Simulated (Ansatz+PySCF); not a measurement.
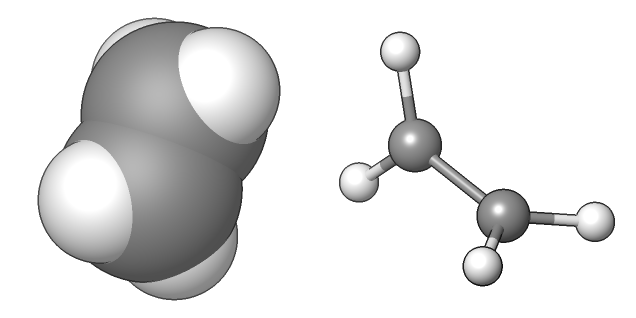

The picture comes from a calculation with Ansatz+PySCF.

Two views of one molecule. Colours: carbon grey, hydrogen white.

The species is neutral and a spin triplet. Geometry: a fixed input geometry, not necessarily a minimum.

Identify the structure.

It has 6 atoms: 2 carbon and 4 hydrogen (C2H4). It is an open-shell species. Coordination: 2 C trigonal planar.

The spin state was imposed, and no run here compares it with a lower spin, which may lie lower.
